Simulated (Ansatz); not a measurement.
# Nudged elastic band, with input and output: SiN3H7

The run: nudged elastic band of SiN3H7, SMILES N[SiH](N)N. Method and program: RKS PBE0/cc-pVDZ (Ansatz 0.2.0).

It belongs to a series of runs on one base structure; here: band between the two ends. Figures and captions count atoms from 1; the log counts them from 0 in places.

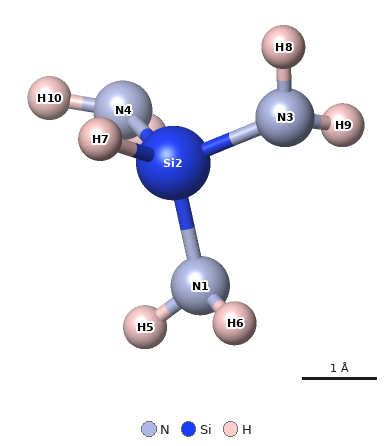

Figure 1. The input geometry (ball-and-stick view, seen at a tilt; atoms are numbered from 1 in the order of the input).

### Input file
```yaml
crystal:
  periodic: [false, false, false]
  atoms:
    - { symbol: "N", position_ang: [-1.259658, 0.945377, -0.087309] }
    - { symbol: Si, position_ang: [0.323372, 0.214329, 0.002596] }
    - { symbol: "N", position_ang: [0.400062, -0.336568, 1.655514] }
    - { symbol: "N", position_ang: [0.466197, -0.975682, -1.265766] }
    - { symbol: H, position_ang: [-1.53773, 1.32364, -0.98845] }
    - { symbol: H, position_ang: [-1.487438, 1.614593, 0.643741] }
    - { symbol: H, position_ang: [1.539254, 1.078845, -0.186022] }
    - { symbol: H, position_ang: [1.293615, -0.731266, 1.938972] }
    - { symbol: H, position_ang: [-0.339995, -0.975153, 1.939155] }
    - { symbol: H, position_ang: [1.031779, -0.733049, -2.072805] }
    - { symbol: H, position_ang: [-0.364158, -1.482067, -1.559125] }
basis:
  gaussian: { orbitals: cc-pVDZ }
hamiltonian:
  xc: pbe0
neb:
  order_check: false
  images: 5
  f_tol: 0.03
  max_iterations: 60
  initial_path: idpp
  final_atoms:
    - { symbol: "N", position_ang: [-1.13563759, 1.21648324, 0.07591585] }
    - { symbol: Si, position_ang: [0.31372467, 0.2412058, 0.03015122] }
    - { symbol: "N", position_ang: [0.16604152, -0.77492813, 1.4345319] }
    - { symbol: "N", position_ang: [0.6706452, -0.8870588, -1.25577595] }
    - { symbol: H, position_ang: [-2.02674319, 0.72773502, 0.03587012] }
    - { symbol: H, position_ang: [-1.16378511, 2.01559473, -0.55139603] }
    - { symbol: H, position_ang: [1.42267342, 1.25256609, -0.06266546] }
    - { symbol: H, position_ang: [0.91498776, -1.44403647, 1.58657743] }
    - { symbol: H, position_ang: [-0.06145166, -0.30667787, 2.30673571] }
    - { symbol: H, position_ang: [0.98329209, -0.48660288, -2.13599965] }
    - { symbol: H, position_ang: [-0.01844711, -1.61128172, -1.44344414] }
```

Run on 2 threads of AMD EPYC (Zen 3), 16 GiB of memory available, shared host.

Launch command:
```bash
ansatz run input.yaml --threads 2 --pin off --max-ram 3072MiB --backend cpu --events-out ev --progress --plain --runs-dir out
```

### Log
```
Engine: ansatz 0.2.0, x86_64-unknown-linux-gnu
Functional definition: PBE0
  parameter a = 0.25
  parameter kappa = 0.804
  parameter beta = 0.06672455060314922
  exchange = (1 - a)*pbe_x(kappa = kappa, mu = beta*pi^2/3) + a*exact_x
  correlation = pbe_c(beta = beta)
1031 factors; integrals over basis functions are off by at most 2.8e-4 eV
mean field evaluation 1: about -12443.1608 eV, gradient 7.9e1 eV
mean field evaluation 2: about -12434.1330 eV, gradient 9.9e1 eV
mean field evaluation 4: about -12455.3156 eV, gradient 1.9e0 eV
mean field evaluation 8: about -12455.3543 eV, gradient 4.1e-2 eV
mean field -12455.35426941 eV, -457.7258268584 hartree, gradient 2.1e-5 eV, S^2 0.000000; 0 other end points of the search recorded, 0 dependent functions left out
the calculation of the forces begins
reference -12455.35429797 eV, -457.7258279081 hartree; 21, 21 occupied and 74, 74 virtual orbitals, 1031 factors
1031 factors; integrals over basis functions are off by at most 9.0e-4 eV
mean field evaluation 16: about -12443.1833 eV, gradient 7.9e1 eV
mean field -12455.39361869 eV, -457.7272729180 hartree, gradient 1.4e-5 eV, S^2 0.000000; 0 other end points of the search recorded, 0 dependent functions left out
[... from here on the field's lines of each further geometry are left out, up to the last ...]
NEB iter   1: max|band force component| = 6.248e-1 eV/Å  barrier→ = 0.1907 eV  barrier← = 0.2300 eV  Δτ_max = 0.1069 Å  (176 SCF iters)
NEB iter   2: max|band force component| = 3.938e-1 eV/Å  barrier→ = 0.1387 eV  barrier← = 0.1780 eV  CI = image 3  Δτ_max = 0.2000 Å  (135 SCF iters)
NEB iter   3: max|band force component| = 2.380e-1 eV/Å  barrier→ = 0.1051 eV  barrier← = 0.1445 eV  CI = image 3  Δτ_max = 0.0442 Å  (134 SCF iters)
NEB iter   4: max|band force component| = 9.908e-2 eV/Å  barrier→ = 0.0978 eV  barrier← = 0.1372 eV  CI = image 3  Δτ_max = 0.0915 Å  (141 SCF iters)
NEB iter   5: max|band force component| = 1.308e-1 eV/Å  barrier→ = 0.0946 eV  barrier← = 0.1340 eV  CI = image 3  Δτ_max = 0.0287 Å  (141 SCF iters)
NEB iter   6: max|band force component| = 5.919e-2 eV/Å  barrier→ = 0.0923 eV  barrier← = 0.1317 eV  CI = image 3  Δτ_max = 0.0460 Å  (133 SCF iters)
NEB iter   7: max|band force component| = 4.884e-2 eV/Å  barrier→ = 0.0891 eV  barrier← = 0.1285 eV  CI = image 3  Δτ_max = 0.0460 Å  (139 SCF iters)
NEB iter   8: max|band force component| = 4.703e-2 eV/Å  barrier→ = 0.0861 eV  barrier← = 0.1255 eV  CI = image 3  Δτ_max = 0.0916 Å  (133 SCF iters)
NEB iter   9: max|band force component| = 4.981e-2 eV/Å  barrier→ = 0.0800 eV  barrier← = 0.1193 eV  CI = image 3  Δτ_max = 0.0917 Å  (139 SCF iters)
NEB iter  10: max|band force component| = 6.385e-2 eV/Å  barrier→ = 0.0738 eV  barrier← = 0.1131 eV  CI = image 3  Δτ_max = 0.0917 Å  (141 SCF iters)
NEB iter  11: max|band force component| = 7.081e-2 eV/Å  barrier→ = 0.0687 eV  barrier← = 0.1080 eV  CI = image 3  Δτ_max = 0.0918 Å  (139 SCF iters)
NEB iter  12: max|band force component| = 6.423e-2 eV/Å  barrier→ = 0.0653 eV  barrier← = 0.1047 eV  CI = image 3  Δτ_max = 0.0395 Å  (139 SCF iters)
NEB iter  13: max|band force component| = 1.091e0 eV/Å  barrier→ = 0.0654 eV  barrier← = 0.1048 eV  CI = image 4  Δτ_max = 0.0924 Å  (132 SCF iters)
NEB iter  14: max|band force component| = 6.414e-1 eV/Å  barrier→ = 0.0701 eV  barrier← = 0.1094 eV  CI = image 3  Δτ_max = 0.1165 Å  (138 SCF iters)
NEB iter  15: max|band force component| = 1.133e0 eV/Å  barrier→ = 0.0656 eV  barrier← = 0.1050 eV  CI = image 4  Δτ_max = 0.1691 Å  (137 SCF iters)
NEB iter  16: max|band force component| = 1.049e0 eV/Å  barrier→ = 0.0737 eV  barrier← = 0.1130 eV  CI = image 3  Δτ_max = 0.1815 Å  (136 SCF iters)
NEB iter  17: max|band force component| = 4.336e-1 eV/Å  barrier→ = 0.0726 eV  barrier← = 0.1120 eV  CI = image 3  Δτ_max = 0.1212 Å  (137 SCF iters)
NEB iter  18: max|band force component| = 6.195e-2 eV/Å  barrier→ = 0.0630 eV  barrier← = 0.1023 eV  CI = image 3  Δτ_max = 0.0981 Å  (135 SCF iters)
NEB iter  19: max|band force component| = 9.518e-1 eV/Å  barrier→ = 0.0645 eV  barrier← = 0.1039 eV  CI = image 4  Δτ_max = 0.1268 Å  (137 SCF iters)
NEB iter  20: max|band force component| = 3.889e-2 eV/Å  barrier→ = 0.0664 eV  barrier← = 0.1057 eV  CI = image 4  Δτ_max = 0.0202 Å  (137 SCF iters)
the calculation of the forces begins
reference -12455.33594692 eV, -457.7251535196 hartree; 21, 21 occupied and 74, 74 virtual orbitals, 1031 factors
1031 factors; integrals over basis functions are off by at most 3.3e-4 eV
mean field -12455.28805638 eV, -457.7233935746 hartree, gradient 1.1e-5 eV, S^2 0.000000; 1 other end points of the search recorded, 0 dependent functions left out
the calculation of the forces begins
reference -12455.28808509 eV, -457.7233946296 hartree; 21, 21 occupied and 74, 74 virtual orbitals, 1031 factors
NEB iter  21: max|band force component| = 1.906e-2 eV/Å  barrier→ = 0.0662 eV  barrier← = 0.1056 eV  CI = image 4  Δτ_max = 0.0000 Å  (248 SCF iters)
```

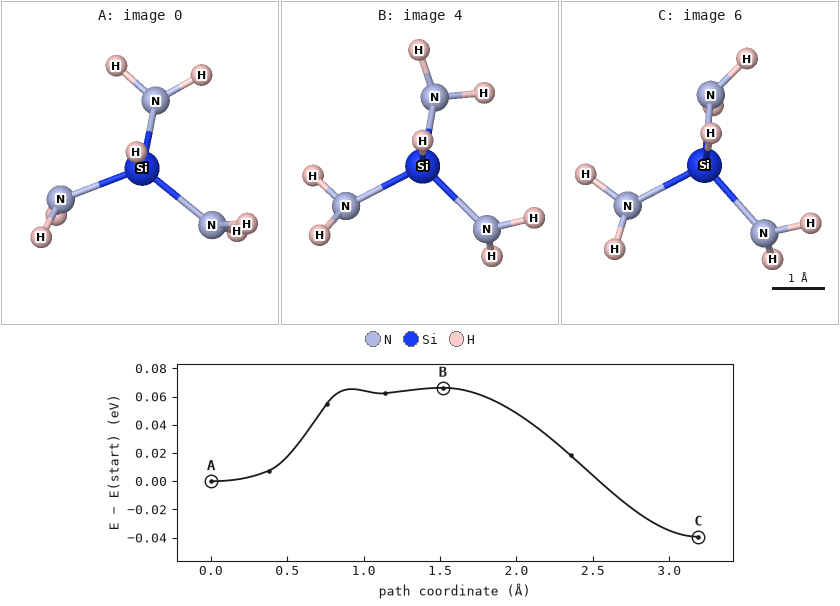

Figure 2. Images of the last band (counted from 0; ball-and-stick, seen at a tilt) above the energy along the path; the line is a cubic interpolation that uses the forces. The highest image is number 4, 0.066 eV above the start and 0.106 eV above the end (the climbing image); the end lies 0.039 eV below the start. The path is 3.19 Å long. The band converged in 21 iterations.

```
Total energy: -12455.28808509 eV, -457.7233946296 hartree
Atom 0 at    -1.267789     0.967501     0.062575 Å, force     0.004967    -0.016160     0.000978 eV/Å
Atom 1 at     0.306507     0.185029     0.107811 Å, force     0.000358     0.015130    -0.010993 eV/Å
Atom 2 at     0.147407    -1.089846     1.279842 Å, force    -0.016390    -0.014125    -0.007517 eV/Å
Atom 3 at     0.777869    -0.564264    -1.387910 Å, force     0.000093     0.016034     0.002737 eV/Å
Atom 4 at    -1.596522     1.172331    -0.877946 Å, force    -0.003586     0.005631     0.001201 eV/Å
Atom 5 at    -1.360108     1.815446     0.617785 Å, force    -0.000992    -0.000110    -0.004726 eV/Å
Atom 6 at     1.398301     1.179866     0.409910 Å, force     0.008387    -0.007268    -0.001311 eV/Å
Atom 7 at     0.984789    -1.457060     1.720609 Å, force     0.008334     0.004307     0.003647 eV/Å
Atom 8 at    -0.585765    -0.957005     1.969420 Å, force    -0.002483     0.001603     0.015213 eV/Å
Atom 9 at     1.053360     0.029067    -2.164600 Å, force    -0.000387    -0.005024    -0.001584 eV/Å
Atom 10 at     0.207250    -1.338068    -1.716996 Å, force     0.001700    -0.000018     0.002354 eV/Å
Dipole moment:    -0.105463     0.195529    -0.080971 e Å
this run last wrote the band of iteration 21 to [file]
```

### The last band as extended XYZ (Å, eV, eV/Å)
```
11
Properties=species:S:1:pos:R:3:forces:R:3 image=0 energy=-12455.35427
N    -1.2597    0.9454   -0.0873    0.0004   0.0032  -0.0006
Si    0.3234    0.2143    0.0026    0.0036  -0.0020   0.0016
N     0.4001   -0.3366    1.6555   -0.0029  -0.0007  -0.0026
N     0.4662   -0.9757   -1.2658   -0.0056   0.0077   0.0052
H    -1.5377    1.3236   -0.9885    0.0009  -0.0018   0.0037
H    -1.4874    1.6146    0.6437    0.0005  -0.0034  -0.0037
H     1.5393    1.0788   -0.1860    0.0002   0.0002  -0.0013
H     1.2936   -0.7313    1.9390   -0.0001   0.0001  -0.0004
H    -0.3400   -0.9752    1.9392    0.0004   0.0003   0.0017
H     1.0318   -0.7330   -2.0728    0.0019  -0.0007  -0.0022
H    -0.3642   -1.4821   -1.5591    0.0006  -0.0028  -0.0013
11
Properties=species:S:1:pos:R:3:forces:R:3 image=1 energy=-12455.34677
N    -1.2585    0.9434   -0.0566   -0.0009   0.0020  -0.0022
Si    0.3356    0.2262    0.0288   -0.0005  -0.0029   0.0027
N     0.3658   -0.4521    1.6314    0.0035   0.0183   0.0062
N     0.5759   -0.8877   -1.2946   -0.0072  -0.0031   0.0042
H    -1.5338    1.2965   -0.9692    0.0054   0.0117  -0.0026
H    -1.4704    1.6496    0.6447   -0.0090  -0.0101   0.0064
H     1.5177    1.1477   -0.0827    0.0034  -0.0029  -0.0013
H     1.1976   -0.9734    1.8946    0.0023   0.0147  -0.0023
H    -0.4613   -0.9781    1.9020    0.0059  -0.0226  -0.0187
H     0.9757   -0.5032   -2.1463    0.0112  -0.0130   0.0097
H    -0.1790   -1.5260   -1.5317   -0.0141   0.0080  -0.0020
11
Properties=species:S:1:pos:R:3:forces:R:3 image=2 energy=-12455.29942
N    -1.2634    0.9315   -0.0162    0.0024   0.0050  -0.0028
Si    0.3353    0.2098    0.0433    0.0097   0.0032   0.0006
N     0.3180   -0.6667    1.5289    0.0269   0.1119   0.0531
N     0.6566   -0.7733   -1.3608   -0.0103  -0.0004   0.0069
H    -1.5418    1.2587   -0.9380    0.0066   0.0116  -0.0039
H    -1.4383    1.6803    0.6510   -0.0120  -0.0137   0.0087
H     1.4855    1.1784    0.0518    0.0125   0.0064  -0.0338
H     1.1157   -1.1694    1.8934    0.0019  -0.0218   0.0014
H    -0.5550   -0.9161    1.9739   -0.0265  -0.0910  -0.0421
H     0.9656   -0.2920   -2.2014    0.0106  -0.0191   0.0121
H    -0.0128   -1.4981   -1.6053   -0.0219   0.0079  -0.0001
11
Properties=species:S:1:pos:R:3:forces:R:3 image=3 energy=-12455.29193
N    -1.2711    0.9254    0.0104    0.0138   0.0104   0.0018
Si    0.3181    0.1760    0.0635    0.0036  -0.0167   0.0082
N     0.2106   -0.9817    1.3579   -0.0163   0.0199   0.0028
N     0.7172   -0.6678   -1.4017   -0.0088  -0.0019   0.0001
H    -1.5264    1.2844   -0.9070    0.0041   0.0007   0.0014
H    -1.4394    1.6659    0.6893   -0.0060  -0.0126  -0.0002
H     1.4464    1.1610    0.2382   -0.0022   0.0059  -0.0052
H     1.0581   -1.2356    1.8555   -0.0016   0.0035  -0.0032
H    -0.5542   -0.8438    2.0117    0.0091  -0.0097  -0.0020
H     1.0136   -0.1249   -2.2070    0.0017  -0.0004   0.0003
H     0.0926   -1.4160   -1.6902    0.0026   0.0009  -0.0041
11
Properties=species:S:1:pos:R:3:forces:R:3 image=4 energy=-12455.28806
N    -1.2678    0.9675    0.0626    0.0050  -0.0162   0.0010
Si    0.3065    0.1850    0.1078    0.0004   0.0151  -0.0110
N     0.1474   -1.0898    1.2798   -0.0164  -0.0141  -0.0075
N     0.7779   -0.5643   -1.3879    0.0001   0.0160   0.0027
H    -1.5965    1.1723   -0.8779   -0.0036   0.0056   0.0012
H    -1.3601    1.8154    0.6178   -0.0010  -0.0001  -0.0047
H     1.3983    1.1799    0.4099    0.0084  -0.0073  -0.0013
H     0.9848   -1.4571    1.7206    0.0083   0.0043   0.0036
H    -0.5858   -0.9570    1.9694   -0.0025   0.0016   0.0152
H     1.0534    0.0291   -2.1646   -0.0004  -0.0050  -0.0016
H     0.2072   -1.3381   -1.7170    0.0017   0.0000   0.0024
11
Properties=species:S:1:pos:R:3:forces:R:3 image=5 energy=-12455.33592
N    -1.2361    1.0631    0.1516    0.0022   0.0042   0.0061
Si    0.2879    0.1962    0.1540    0.0033   0.0162   0.0047
N     0.0244   -1.1968    1.1656   -0.0122  -0.0054  -0.0119
N     0.9003   -0.4708   -1.3357    0.0041   0.0005   0.0095
H    -1.8648    0.8833   -0.6266   -0.0420  -0.0413   0.0349
H    -1.1665    2.0672    0.2864    0.0296   0.0349  -0.0488
H     1.3130    1.2004    0.6079   -0.0047   0.0033   0.0135
H     0.8418   -1.7248    1.4582   -0.0085  -0.0220  -0.0292
H    -0.5760   -1.0230    1.9669    0.0114   0.0047   0.0100
H     1.1830    0.1774   -2.0653    0.0056   0.0037   0.0081
H     0.3584   -1.2293   -1.7425    0.0113   0.0013   0.0032
11
Properties=species:S:1:pos:R:3:forces:R:3 image=6 energy=-12455.39362
N    -1.1220    1.2133    0.2123   -0.0005   0.0007  -0.0006
Si    0.3056    0.2074    0.1476    0.0008  -0.0007   0.0018
N    -0.0957   -1.1368    1.1765    0.0000   0.0005  -0.0002
N     0.8765   -0.5548   -1.3177   -0.0001   0.0002  -0.0011
H    -1.9954    0.8027   -0.1088    0.0001  -0.0008   0.0003
H    -1.0329    2.1511   -0.1692    0.0001   0.0002  -0.0004
H     1.4207    1.1444    0.5218    0.0000  -0.0004  -0.0001
H     0.6097   -1.8623    1.2646    0.0001   0.0000  -0.0002
H    -0.4706   -0.9064    2.0920   -0.0002   0.0000  -0.0002
H     1.3429    0.0481   -1.9899    0.0001   0.0004   0.0002
H     0.2264   -1.1637   -1.8087   -0.0004  -0.0002   0.0005
```

### Results in brief

- outcome: converged
- barrier, forward: 0.066 eV
- barrier, backward: 0.106 eV
- wall time: 2.7 min (CPU time 5.2 min)
- peak memory: 0.23 GiB

The order of the saddle point was not checked.
